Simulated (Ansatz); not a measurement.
Run report: Si2NH7O2, molecular dynamics (part 1 of 2)

The run: molecular dynamics of Si2NH7O2, SMILES N[SiH](O)[SiH2]O. Method and program: RKS revPBE-d3bj/6-31G* (Ansatz 0.2.0).

The geometry comes from this level: PBE0-D4/def2-TZVP. Figures and captions count atoms from 1; the log counts them from 0 in places.

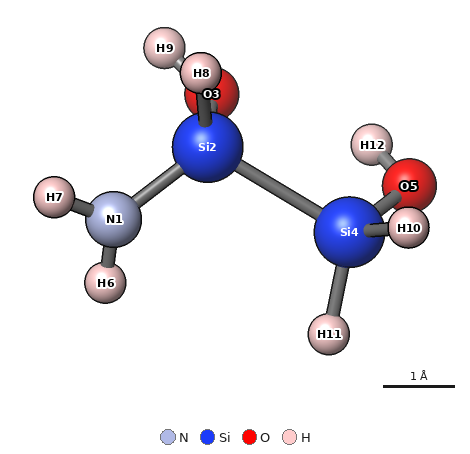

Figure 1. The structure as given in the input (ball-and-stick view, seen at a tilt; atoms are numbered from 1 in the order of the input).

## The input
```yaml
crystal:
  periodic: [false, false, false]
  atoms:
    - {symbol: N, position_ang: [-0.358048, -1.318013, 1.498090]}
    - {symbol: Si, position_ang: [0.568475, -0.391414, 0.404483]}
    - {symbol: O, position_ang: [0.984458, 1.151828, 0.878693]}
    - {symbol: Si, position_ang: [-0.658096, 0.181968, -1.510447]}
    - {symbol: O, position_ang: [-0.290134, 1.756012, -1.860749]}
    - {symbol: H, position_ang: [-1.325564, -1.126615, 1.695983]}
    - {symbol: H, position_ang: [0.051874, -1.949870, 2.164447]}
    - {symbol: H, position_ang: [1.816691, -1.183998, 0.220320]}
    - {symbol: H, position_ang: [1.581066, 1.259471, 1.621588]}
    - {symbol: H, position_ang: [-0.339019, -0.662843, -2.692129]}
    - {symbol: H, position_ang: [-2.119381, 0.023346, -1.244062]}
    - {symbol: H, position_ang: [0.164676, 2.204928, -1.142218]}
basis:
  gaussian: {orbitals: "6-31G*"}
hamiltonian: {xc: {name: revPBE}, dispersion: d3bj}
md: {timestep: 2 fs, n_steps: 20, ensemble: nvt_langevin, temperature: 1500, initial_velocities: maxwell_boltzmann, friction: 0.01, seed: 545}
```

Hardware: 4 threads of Arm Neoverse V2, 23 GiB of memory available, shared host.

Launch command:
```bash
ansatz run in.yaml --threads 4 --pin off --events-out ev --progress --plain --max-ram 10444MiB
```

## Log
```
Functional definition: revPBE
  name "revPBE"
  cite "Zhang & Yang, Phys. Rev. Lett. 80, 890 (1998) doi:10.1103/PhysRevLett.80.890"
  cite "Perdew, Burke & Ernzerhof, Phys. Rev. Lett. 77, 3865 (1996) doi:10.1103/PhysRevLett.77.3865"
  parameter kappa = 1.245
  parameter beta = 0.06672455060314922
  exchange = pbe_x(kappa = kappa, mu = beta*pi^2/3)
  correlation = pbe_c(beta = beta)
1178 factors; their error is unknown
mean field evaluation 1: about -21434.3957 eV, gradient 9.1e1 eV
mean field evaluation 2: about -21379.3849 eV, gradient 1.8e2 eV
mean field evaluation 4: about -21449.0926 eV, gradient 1.3e1 eV
mean field evaluation 8: about -21449.4215 eV, gradient 2.9e-1 eV
mean field evaluation 16: about -21449.3335 eV, gradient 2.5e-4 eV
mean field -21449.33347593 eV, -788.2484663601 hartree, gradient 6.0e-5 eV, S^2 0.000000; 0 other end points of the search recorded, 0 dependent functions left out
the calculation of the forces begins
reference -21449.33352481 eV, -788.2484681563 hartree; 29, 29 occupied and 68, 68 virtual orbitals, 1178 factors
md step     0: t =     0.00 fs  T =  1375.0 K  F+E_penalty+E_count = -21449.96836913 eV  E_kin = 2.132790 eV  (28 SCF iters)
these checks for a lower state are left out or cut short: starts, cluster_reference, orbital_swaps, neighbouring_geometries, increment
1178 factors; their error is unknown
mean field -21448.80715716 eV, -788.2291245019 hartree, gradient 2.0e-5 eV, S^2 0.000000; 0 other end points of the search recorded, 0 dependent functions left out
[... from here on the field's lines of each further geometry are left out, up to the last ...]
md step     1: t =     2.00 fs  T =  1190.4 K  F+E_penalty+E_count = -21449.43858959 eV  E_kin = 1.846436 eV  (28 SCF iters, 5 dispersion substeps)
md step     2: t =     4.00 fs  T =   881.0 K  F+E_penalty+E_count = -21449.08881090 eV  E_kin = 1.366608 eV  (30 SCF iters, 5 dispersion substeps)
md step     3: t =     6.00 fs  T =   802.6 K  F+E_penalty+E_count = -21449.04133229 eV  E_kin = 1.244935 eV  (29 SCF iters, 5 dispersion substeps)
md step     4: t =     8.00 fs  T =   887.9 K  F+E_penalty+E_count = -21449.08019589 eV  E_kin = 1.377177 eV  (29 SCF iters, 5 dispersion substeps)
md step     5: t =    10.00 fs  T =   907.7 K  F+E_penalty+E_count = -21449.34021029 eV  E_kin = 1.407940 eV  (29 SCF iters, 5 dispersion substeps)
md step     6: t =    12.00 fs  T =   632.6 K  F+E_penalty+E_count = -21448.83368173 eV  E_kin = 0.981198 eV  (30 SCF iters, 5 dispersion substeps)
md step     7: t =    14.00 fs  T =   557.8 K  F+E_penalty+E_count = -21448.72207572 eV  E_kin = 0.865277 eV  (30 SCF iters, 5 dispersion substeps)
md step     8: t =    16.00 fs  T =   702.0 K  F+E_penalty+E_count = -21449.16006028 eV  E_kin = 1.088842 eV  (31 SCF iters, 5 dispersion substeps)
md step     9: t =    18.00 fs  T =   641.0 K  F+E_penalty+E_count = -21448.88365978 eV  E_kin = 0.994234 eV  (29 SCF iters, 5 dispersion substeps)
md step    10: t =    20.00 fs  T =   596.8 K  F+E_penalty+E_count = -21448.85133274 eV  E_kin = 0.925670 eV  (29 SCF iters, 5 dispersion substeps)
md step    11: t =    22.00 fs  T =   552.8 K  F+E_penalty+E_count = -21448.74808576 eV  E_kin = 0.857501 eV  (31 SCF iters, 5 dispersion substeps)
md step    12: t =    24.00 fs  T =   679.8 K  F+E_penalty+E_count = -21448.78148091 eV  E_kin = 1.054439 eV  (30 SCF iters, 5 dispersion substeps)
md step    13: t =    26.00 fs  T =   825.3 K  F+E_penalty+E_count = -21448.83507283 eV  E_kin = 1.280105 eV  (30 SCF iters, 5 dispersion substeps)
md step    14: t =    28.00 fs  T =   630.5 K  F+E_penalty+E_count = -21448.49183021 eV  E_kin = 0.977924 eV  (30 SCF iters, 5 dispersion substeps)
md step    15: t =    30.00 fs  T =   705.5 K  F+E_penalty+E_count = -21448.89648933 eV  E_kin = 1.094300 eV  (30 SCF iters, 5 dispersion substeps)
md step    16: t =    32.00 fs  T =   680.3 K  F+E_penalty+E_count = -21448.70246447 eV  E_kin = 1.055159 eV  (30 SCF iters, 5 dispersion substeps)
md step    17: t =    34.00 fs  T =   524.1 K  F+E_penalty+E_count = -21448.68125420 eV  E_kin = 0.812934 eV  (29 SCF iters, 5 dispersion substeps)
md step    18: t =    36.00 fs  T =   513.8 K  F+E_penalty+E_count = -21448.38865223 eV  E_kin = 0.796926 eV  (31 SCF iters, 5 dispersion substeps)
md step    19: t =    38.00 fs  T =   600.1 K  F+E_penalty+E_count = -21448.75399058 eV  E_kin = 0.930784 eV  (30 SCF iters, 5 dispersion substeps)
the calculation of the forces begins
reference -21448.08946191 eV, -788.2027496882 hartree; 29, 29 occupied and 68, 68 virtual orbitals, 1178 factors
1178 factors; their error is unknown
mean field evaluation 192: about -21448.0894 eV, gradient 1.5e-1 eV
mean field -21448.08941372 eV, -788.2027479169 hartree, gradient 1.8e-5 eV, S^2 0.000000; 1 other end points of the search recorded, 0 dependent functions left out
the calculation of the forces begins
reference -21448.08946191 eV, -788.2027496882 hartree; 29, 29 occupied and 68, 68 virtual orbitals, 1178 factors
md step    20: t =    40.00 fs  T =   852.9 K  F+E_penalty+E_count = -21448.72934146 eV  E_kin = 1.322880 eV  (29 SCF iters, 5 dispersion substeps)
```

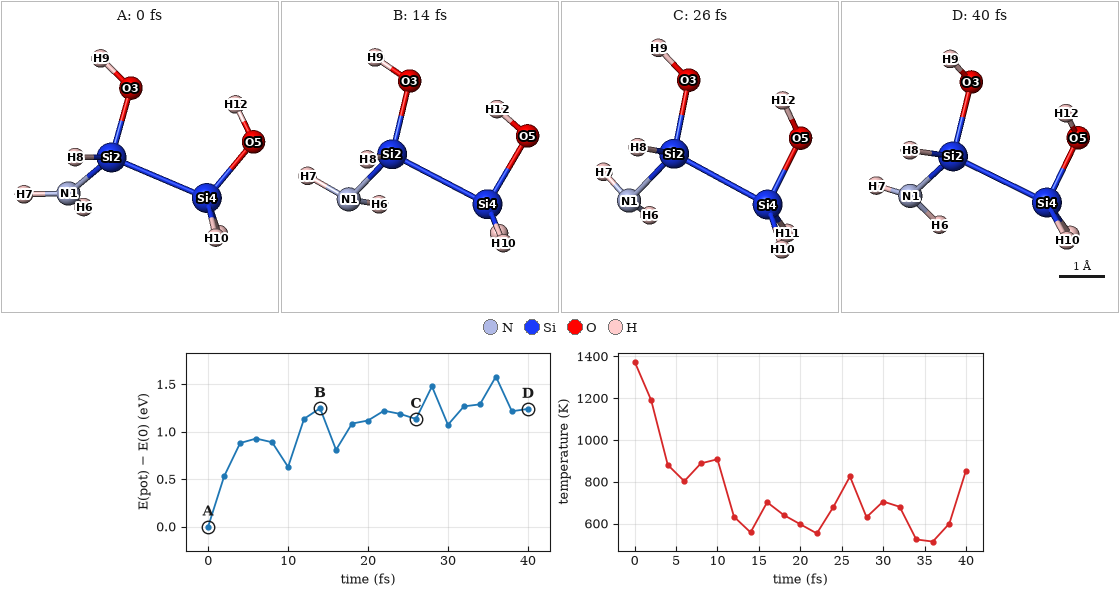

Figure 2. Frames of the molecular dynamics (ball-and-stick, seen at a tilt) above the curves, on which the letters mark them. The trajectory kept here has 21 frames over 40 fs. The temperature starts at 1375 K, ranges from 514 to 1375 K and averages 651 K over the second half. The potential energy ends 1.239 eV above its first value. After an unweighted best fit of the last frame on the first, the root-mean-square displacement is 0.41 Å, and H6 has moved furthest (0.67 Å).

```
Total energy: -21448.72938966 eV, -788.2262665989 hartree
Atom 0 at    -0.329884    -1.311760     1.520048 Å, force    -1.530778     0.106244     0.301294 eV/Å
Atom 1 at     0.678443    -0.370714     0.390764 Å, force     0.323447    -0.173471     2.026992 eV/Å
Atom 2 at     1.085256     1.290127     0.868984 Å, force    -3.528481    -1.475835    -1.264324 eV/Å
Atom 3 at    -0.605877    -0.040698    -1.569939 Å, force     0.189690    -1.992961    -1.294244 eV/Å
Atom 4 at    -0.206752     1.537753    -1.548890 Å, force    -4.287672     1.369623    -1.017388 eV/Å
Atom 5 at    -1.293658    -1.338516     1.110871 Å, force     0.652173    -0.067007     0.582039 eV/Å
Atom 6 at    -0.459363    -1.373115     2.581958 Å, force     0.791143     0.411947    -1.784886 eV/Å
Atom 7 at     2.029271    -1.098369     0.459290 Å, force    -0.249348     0.339606    -0.387478 eV/Å
Atom 8 at     1.986612     1.289964     1.046357 Å, force     3.424525     0.130317     0.840125 eV/Å
Atom 9 at    -0.183797    -0.808855    -2.978180 Å, force    -0.415064     0.624726     1.549464 eV/Å
Atom 10 at    -2.109399    -0.024878    -1.489384 Å, force     0.120251    -0.318620     0.168789 eV/Å
Atom 11 at     0.686148     1.660787    -1.545584 Å, force     4.510113     1.045431     0.279619 eV/Å
Dipole moment:     0.183725    -0.195801     0.169257 e Å
```

## Trajectory as extended XYZ (Å, eV, eV/Å), 17 of the 21 frames kept, from step=0 to step=20
```
12
Properties=species:S:1:pos:R:3:forces:R:3 step=0 time_fs=0.0 energy=-21449.96837 temperature=1375.0
N    -0.3580   -1.3180    1.4981   -0.1598  -0.3239   0.0082
Si    0.5685   -0.3914    0.4045    0.0722  -0.3214  -0.6467
O     0.9845    1.1518    0.8787   -0.3080   1.0559  -0.4487
Si   -0.6581    0.1820   -1.5104   -0.0601  -0.6880   0.3887
O    -0.2901    1.7560   -1.8607   -0.1141   0.7423  -0.9175
H    -1.3256   -1.1266    1.6960   -0.5498   0.1168   0.1048
H     0.0519   -1.9499    2.1644    0.2284  -0.3629   0.4027
H     1.8167   -1.1840    0.2203    0.2177  -0.2289  -0.0427
H     1.5811    1.2595    1.6216    0.5363   0.0218   0.6591
H    -0.3390   -0.6628   -2.6921    0.0575  -0.1992  -0.2058
H    -2.1194    0.0233   -1.2441   -0.2926  -0.1010   0.0628
H     0.1647    2.2049   -1.1422    0.3724   0.2884   0.6352
12
Properties=species:S:1:pos:R:3:forces:R:3 step=1 time_fs=2.0 energy=-21449.43859 temperature=1190.4
N    -0.3561   -1.3171    1.4690    1.0772  -2.6435   2.6020
Si    0.5658   -0.3766    0.4163   -0.1990   0.3221  -1.0119
O     1.0061    1.1670    0.8864    1.4679   1.3104   2.0329
Si   -0.6677    0.1636   -1.5241   -1.0326  -1.4970  -0.6508
O    -0.2764    1.7518   -1.8458    1.1556   1.6227   1.2714
H    -1.2852   -1.1405    1.7318   -1.9921   0.7651  -0.0660
H    -0.0070   -1.9211    2.2904    0.0602   1.0753  -1.7326
H     1.7641   -1.1398    0.1668    0.9922  -0.7172  -0.1159
H     1.6173    1.2617    1.7217   -1.3917  -0.3223  -1.9504
H    -0.3965   -0.7405   -2.8689   -0.1874   0.8908   1.4429
H    -2.2274   -0.0395   -1.2087    1.1348   0.1777  -0.2647
H     0.2415    2.1740   -1.0546   -1.0851  -0.9842  -1.5568
12
Properties=species:S:1:pos:R:3:forces:R:3 step=2 time_fs=4.0 energy=-21449.08881 temperature=881.0
N    -0.3466   -1.3243    1.4458   -1.4700  -2.6680   4.3977
Si    0.5648   -0.3622    0.4305    0.3906   0.5363  -1.6250
O     1.0299    1.1834    0.8936    1.1267   0.9431   1.8492
Si   -0.6766    0.1419   -1.5362   -1.3332  -1.1142  -0.9197
O    -0.2566    1.7561   -1.8273    0.3676   0.3030   0.5177
H    -1.3016   -1.1142    1.7626   -0.1561   0.5421  -0.9737
H    -0.0573   -1.8591    2.3600    0.4688   1.0314  -2.2941
H     1.7603   -1.1254    0.1030    0.7725  -0.5603   0.0050
H     1.6053    1.2510    1.7455   -1.1387  -0.1826  -1.7793
H    -0.4560   -0.7764   -2.9869   -0.1144   1.0855   1.8733
H    -2.2933   -0.0833   -1.1967    1.5597   0.3053  -0.3718
H     0.2711    2.0844   -1.0419   -0.4733  -0.2215  -0.6794
12
Properties=species:S:1:pos:R:3:forces:R:3 step=4 time_fs=8.0 energy=-21449.08020 temperature=887.9
N    -0.3415   -1.3566    1.4407   -3.2336   1.2265  -2.2384
Si    0.5675   -0.3316    0.4562    1.3818  -0.3779  -2.7602
O     1.0717    1.2253    0.9049   -1.5227  -0.0461  -1.8459
Si   -0.6920    0.0973   -1.5622   -0.8206   0.3297  -0.6622
O    -0.2249    1.7658   -1.7916   -0.0163  -1.1112   0.5113
H    -1.2954   -1.0099    1.6523    0.0543  -0.0006  -0.8321
H    -0.1122   -1.6627    2.2959    2.2027  -1.9539   4.2443
H     1.8112   -1.1179   -0.0249   -0.3882   0.2632   0.6233
H     1.5468    1.2318    1.7075    1.3809   0.2452   2.0731
H    -0.5448   -0.7227   -2.9921    0.1140   0.7616   1.6686
H    -2.2488   -0.0820   -1.2255    1.1009   0.1965  -0.2521
H     0.3389    1.9054   -0.9843   -0.2533   0.4672  -0.5296
12
Properties=species:S:1:pos:R:3:forces:R:3 step=5 time_fs=10.0 energy=-21449.34021 temperature=907.7
N    -0.3477   -1.3732    1.4399    0.2690  -0.4073   1.2752
Si    0.5741   -0.3167    0.4638    1.4271  -0.7779  -2.8381
O     1.0838    1.2506    0.9044    0.4763  -0.1887   1.7152
Si   -0.6980    0.0771   -1.5736    0.0911   1.7048   0.7450
O    -0.2193    1.7664   -1.7743    1.0917  -1.1961   1.9059
H    -1.2560   -0.9640    1.5406   -1.3125   0.1436   0.1235
H    -0.0391   -1.6126    2.3956    0.1271  -0.1247  -0.3238
H     1.8208   -1.0985   -0.0530   -0.4404   0.3493   0.7313
H     1.5946    1.2345    1.7871   -0.7107   0.2162  -1.5161
H    -0.5787   -0.6565   -2.8827    0.3531  -0.1485   0.1805
H    -2.1710   -0.0638   -1.2376    0.0412   0.0440  -0.0039
H     0.4135    1.8570   -0.9430   -1.4130   0.3853  -1.9946
```
